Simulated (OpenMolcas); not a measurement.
Single-point calculation of SO (part 2 of 2)

The same run, continued: SO (sulfur oxide), SMILES O=S; CASPT2/ANO-RCC-VTZP, DKH2 (OpenMolcas 26.06). The geometry is that of the parent species in another charge or spin state.

Geometry of the input (Å):
```
O  0.0000  0.0000  0.0000
S  0.0000  0.0000  1.4811
```

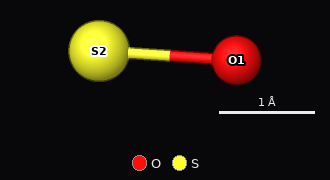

Fig. 1: The structure (ball-and-stick view, seen at a tilt; atoms are numbered from 1 in the order of the input).

**What the program printed, continued**
```
      INDEX  ENERGY  OCCUPATION COEFFICIENTS ...
          1  -92.3264    2.0000
                31 S2     1s     ( 1.0000)
          2  -20.6538    2.0000
                 1 O1     1s     ( 0.9994)
          3   -9.0862    2.0000
                32 S2     2s     ( 1.0001)
          4   -6.7166    2.0000
                44 S2     2pz    ( 1.0000)
          5   -6.7148    2.0000
                36 S2     2px    ( 0.8974)  40 S2     2py    (-0.4412)
          6   -6.7148    2.0000
                36 S2     2px    ( 0.4412)  40 S2     2py    ( 0.8974)
          7   -1.2907    2.0000
                 2 O1     2s     (-0.8944)  11 O1     2pz    ( 0.1587)  33 S2     3s     (-0.3032)
          8   -0.8654    2.0000
                 2 O1     2s     (-0.4200)  11 O1     2pz    ( 0.1731)  33 S2     3s     ( 0.9222)  45 S2     3pz    ( 0.1812)

          9   -0.5774    1.9514
                 5 O1     2px    ( 0.3019)   8 O1     2py    ( 0.6141)  37 S2     3px    ( 0.2460)  41 S2     3py    ( 0.5003)

         10   -0.5774    1.9514
                 5 O1     2px    ( 0.6141)   8 O1     2py    (-0.3019)  37 S2     3px    ( 0.5003)  41 S2     3py    (-0.2460)

         11   -0.7510    1.9693
                 3 O1     3s     ( 0.1177)  11 O1     2pz    (-0.6659)  45 S2     3pz    ( 0.5755)  52 S2     3d0    (-0.1247)

         12   -0.1936    1.0481
                 5 O1     2px    (-0.6459)   8 O1     2py    ( 0.3175)  37 S2     3px    ( 0.7914)  41 S2     3py    (-0.3891)

         13   -0.1936    1.0481
                 5 O1     2px    (-0.3175)   8 O1     2py    (-0.6459)  37 S2     3px    ( 0.3891)  41 S2     3py    ( 0.7914)

         14    0.5421    0.0318
                 2 O1     2s     (-0.7176)   3 O1     3s     (-0.1394)  11 O1     2pz    (-0.8250)  12 O1     3pz    ( 0.2055)
                33 S2     3s     ( 0.5817)  45 S2     3pz    (-1.0853)  46 S2     4pz    ( 0.1366)
--

      Von Neumann Entropy (Root   1) =  1.16336

      Mulliken population analysis for root number:  1
      -----------------------------------------------

++    Molecular charges:
      ------------------

      Mulliken charges per centre and basis function type
      ---------------------------------------------------

                O1      S2
      1s       1.9988  2.0000
      2s       1.8726  2.0006
      2px      1.5172  2.0001
      2pz      1.2677  2.0011
      2py      1.5172  2.0001
      3s      -0.0046  1.8624
      3px     -0.0235  1.4233
      3pz      0.0082  0.8571
      3py     -0.0235  1.4233
      4s       0.0049  0.0056
      3d2+     0.0000  0.0000
      3d1+     0.0125  0.0627
      3d0      0.0121  0.0723
      3d1-     0.0125  0.0627
      3d2-     0.0000  0.0000
      4px     -0.0004 -0.0080
      4pz     -0.0017  0.0310
      4py     -0.0004 -0.0080
      5s       0.0000  0.0015
      4d2+     0.0000  0.0000
      4d1+     0.0021 -0.0024
      4d0      0.0013 -0.0002
      4d1-     0.0021 -0.0024
      4d2-     0.0000  0.0000
      5px      0.0000 -0.0001
      5pz      0.0000 -0.0014
      5py      0.0000 -0.0001
      4f3+     0.0000  0.0002
      4f2+     0.0000  0.0000
      4f1+     0.0015  0.0143
      4f0      0.0010  0.0109
      4f1-     0.0015  0.0143
      4f2-     0.0000  0.0000
      4f3-     0.0000  0.0002
      Total    8.1790 15.8210

      N-E     -0.1790  0.1790

      Total electronic charge=   24.000000

      Total            charge=   -0.000000
--

      Expectation values of various properties for root number:  1
      -----------------------------------------------------------

++    Molecular properties:
      ---------------------

      Charge (e):
                      =   -0.0000
      Dipole Moment (debye):
      Origin of the operator (angstrom)=    0.0000    0.0000    0.9872
                   X=  1.9023E-12               Y=  5.8770E-13               Z=  1.1757E+00           Total=  1.1757E+00
      Quadrupole Moment (debye*angstrom):
      Origin of the operator (angstrom)=    0.0000    0.0000    0.9872
                  XX= -1.7779E+01              XY= -1.0311E-07              XZ= -2.4103E-12              YY= -1.7779E+01
                  YZ=  7.8724E-13              ZZ= -1.8210E+01
      In traceless form (debye*angstrom)
                  XX=  2.1579E-01              XY= -1.5467E-07              XZ= -3.6155E-12              YY=  2.1579E-01
                  YZ=  1.1809E-12              ZZ= -4.3158E-01
--

      LoProp population analysis for root number:  1
      -----------------------------------------------

++    LoProp analysis:
      ----------------

++    Static properties:
      ------------------

      LoProp Charges per center

                   O1       S2
      Nuclear      8.0000  16.0000
      Electronic  -8.4487 -15.5513

      Total       -0.4487   0.4487
--

      Natural Bond Order analysis for root number:  1

++    Natural Bond Order analysis
      ---------------------------
      Based on LoProp computed density
      -------------------------------------------------------------------------------------
      Atom A       Atom B       Bond Order
        O1           S2             0.753
      -------------------------------------------------------------------------------------
      NBO located      1.507 electrons involved in    1 bonds.
      NBO located      1.000 non-bonded electrons on atom O1
      NBO located      1.006 non-bonded electrons on atom S2
      NBO located      0.998 non-bonded electrons on atom S2
      NBO located      1.000 non-bonded electrons on atom S2
      NBO located      1.000 non-bonded electrons on atom S2
      NBO located      1.000 non-bonded electrons on atom S2
      The remaining    4.701 electrons are to be considered as diffuse
--

--

      Average orbitals are written to the RASORB file
      Natural orbitals for root   1 are written to the RASORB.1 file
      Spin density orbitals for root   1 are written to the SPDORB.1 file

--- Stop Module: rasscf /rc=_RC_ALL_IS_WELL_ ---
--- Module rasscf spent 1 second ---

--- Start Module: caspt2 ---

                                              &CASPT2

                       available to each process: 1.9 GB of memory, 1 thread

++    Wave function specifications:
      -----------------------------

      Number of closed shell electrons           4
      Number of electrons in active shells       8
      Max number of holes in RAS1 space          0
      Max number of electrons in RAS3 space      0
      Number of inactive orbitals                2
      Number of active orbitals                  6
      Number of secondary orbitals              50
      Spin quantum number                      0.0
      State symmetry                             1
      Number of CSFs                           105
      Number of CASSCF root(s) available         1
      CASPT2 state passed to geometry opt.       1
      A file JOBMIX will be created
      This is a CASSCF or RASSCF reference function
--

++    Orbital specifications:
      -----------------------

      Symmetry species                           1
                                                 a
      Frozen orbitals                            6
      Inactive orbitals                          2
      Active orbitals                            6
      Secondary orbitals                        50
      Deleted orbitals                           0
      Number of basis functions                 64
--

++    CASPT2 specifications:
      ----------------------

      Type of calculation                        SS-CASPT2
      Fock operator                              state-specific
      IPEA shift                                 0.15
      Real shift                                 0.00
      Imaginary shift                            0.00
      Sigma^2 regularizer                        0.30
      The input orbitals will be transformed to quasi-canonical
--

--------------------------------------------------------------------------------
 Estimated memory requirements:
  POLY3 :                   257654
  RHS:                      310509
  SIGMA :                   357100
  PRPCTL:                        0
 Available workspace:    232484701

++ CASPT2 computation for group   1

********************************************************************************
 Multi-State initialization phase begins for group   1
--------------------------------------------------------------------------------
********************************************************************************
 Compute H0 matrices for state    1
--------------------------------------------------------------------------------
--------------------------------------------------------------------------------
 H0 matrices have been computed.

********************************************************************************
  CASPT2 EQUATION SOLUTION
--------------------------------------------------------------------------------

  Total nr of CASPT2 parameters:
   Before reduction:       99910
   After  reduction:       98750

 Variance of |WF0>:       1.4908903905

 The contributions to the second order correlation energy in atomic units.
-----------------------------------------------------------------------------------------------------------------------------
  IT.      VJTU        VJTI        ATVX        AIVX        VJAI        BVAT        BJAT        BJAI        TOTAL       RNORM
-----------------------------------------------------------------------------------------------------------------------------
   1    -0.000676   -0.001169   -0.050875   -0.056626   -0.004028   -0.130973   -0.069080   -0.019394   -0.332821    0.025468
   2    -0.000717   -0.001286   -0.051933   -0.057727   -0.004123   -0.131692   -0.069426   -0.019580   -0.336484    0.005641
   3    -0.000710   -0.001291   -0.052029   -0.057792   -0.004130   -0.131767   -0.069434   -0.019577   -0.336730    0.001384
   4    -0.000708   -0.001296   -0.051996   -0.057761   -0.004127   -0.131733   -0.069409   -0.019570   -0.336599    0.000319
   5    -0.000707   -0.001296   -0.051993   -0.057758   -0.004127   -0.131728   -0.069407   -0.019570   -0.336587    0.000075
   6    -0.000707   -0.001296   -0.051993   -0.057760   -0.004127   -0.131731   -0.069409   -0.019570   -0.336593    0.000015
   7    -0.000707   -0.001296   -0.051993   -0.057761   -0.004127   -0.131731   -0.069409   -0.019570   -0.336594    0.000003
-----------------------------------------------------------------------------------------------------------------------------

  FINAL CASPT2 RESULT:

      Reference energy:        -473.5639371947
      E2 (Non-variational):      -0.3365937048
      Shift correction:          -0.0000373690
      E2 (Variational):          -0.3366310739
      Total energy:            -473.9005682686
      Residual norm:              0.0000007542
      Reference weight:           0.89813

      Contributions to the CASPT2 correlation energy
      Active & Virtual Only:         -0.1837236083
      One Inactive Excited:          -0.1278763903
      Two Inactive Excited:          -0.0249937062

++ Denominators, etc.
--------------------------------------------------------------------------------------------------------------
 Report on small energy denominators, large coefficients, and large energy contributions.
CASE  SYMM ACTIVE-MIX  NON-ACTIVE INDICES          DENOMINATOR     RHS VALUE       COEFFICIENT     CONTRIBUTION
ATVX     1  Mu1.0002  Se1.020                       0.53625929     -0.01593970      0.02586720     -0.00041232
ATVX     1  Mu1.0017  Se1.020                       1.33967390     -0.04284319      0.03192203     -0.00136764
ATVX     1  Mu1.0060  Se1.020                       2.23023802      0.06836759     -0.02883181     -0.00197116
ATVX     1  Mu1.0001  Se1.021                       0.53625927      0.01593970     -0.02586719     -0.00041232
ATVX     1  Mu1.0016  Se1.021                       1.33967390     -0.04284318      0.03192202     -0.00136764
ATVX     1  Mu1.0061  Se1.021                       2.23023803      0.06836759     -0.02883181     -0.00197116
ATVX     1  Mu1.0014  Se1.022                       1.15303105      0.02207312     -0.02899389     -0.00063999
ATVX     1  Mu1.0005  Se1.024                       1.12150740      0.04014135     -0.03586416     -0.00143964
ATVX     1  Mu1.0008  Se1.024                       1.13536553     -0.03029631      0.02684882     -0.00081342
ATVX     1  Mu1.0006  Se1.025                       1.12150743     -0.04014137      0.03586417     -0.00143964
ATVX     1  Mu1.0007  Se1.025                       1.13536552     -0.03029632      0.02684883     -0.00081342
AIVX     1  Mu1.0004  In1.008 Se1.022               1.30071341      0.09139132     -0.07158727     -0.00654246
AIVX     1  Mu1.0008  In1.008 Se1.023               1.66966809      0.04813406     -0.02907659     -0.00139957
AIVX     1  Mu1.0011  In1.008 Se1.023               1.72594580      0.04333523     -0.02534823     -0.00109847
AIVX     1  Mu1.0004  In1.008 Se1.030               2.06094143     -0.07001214      0.03419401     -0.00239400
AIVX     1  Mu1.0004  In1.008 Se1.032               2.18463875      0.05928186     -0.02709763     -0.00160640
BVATP    1  Mu1.0003  Se1.022 Se1.022               1.64928982     -0.04263297      0.02584953     -0.00110204
BVATP    1  Mu1.0003  Se1.023 Se1.023               1.65173078     -0.04135305      0.02503642     -0.00103533
BVATM    1  Mu1.0001  Se1.023 Se1.022               1.63450218     -0.06062483      0.03709070     -0.00224862
--

   (Skipping property calculation,
    use PROP keyword to activate)
--

  Total CASPT2 energies:
::    CASPT2 Root  1     Total energy:   -473.90056827

  A NEW JOBIPH FILE NAMED 'JOBMIX' IS PREPARED.
********************************************************************************
--- Stop Module: caspt2 /rc=_RC_ALL_IS_WELL_ ---

.##################.
.# Happy landing! #.
.##################.

    Timing: Wall=4.66 User=3.71 System=0.93
```
